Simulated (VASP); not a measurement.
Given:

```
CELL_PARAMETERS angstrom
      3.91695     0.00000     0.00000
      0.00000     3.91695     0.00000
      0.00000     0.00000     3.91695
ATOMIC_POSITIONS crystal
  Sr 0.00000 0.00000 0.00000
  Ti 0.50000 0.50000 0.50000
  O  0.50000 0.00000 0.50000
  O  0.00000 0.50000 0.50000
  O  0.50000 0.50000 0.00000
```

These are rev-vdW-DF2, VASP's PBE PAW potentials (set 64) (plane waves; VASP) values and carry that method's errors. Numerical set-up: 520 eV cut-off, 6×6×6 Γ-centred mesh, tetrahedra with Blöchl corrections, potentials Sr_sv Ti_sv O.

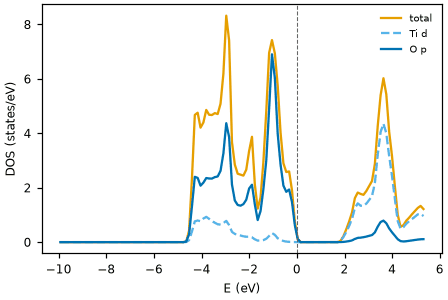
Total and projected density of states, zero at the valence-band maximum

Within 2 eV below the valence-band maximum the largest weight inside VASP's projection spheres is O p.

The gap is indirect, 1.82 eV, from the valence maximum at R to the conduction minimum at Γ.

The compound is SrTiO3 in the cubic perovskite structure, the ideal cubic form; the compound distorts at low or room temperature. It was relaxed first.
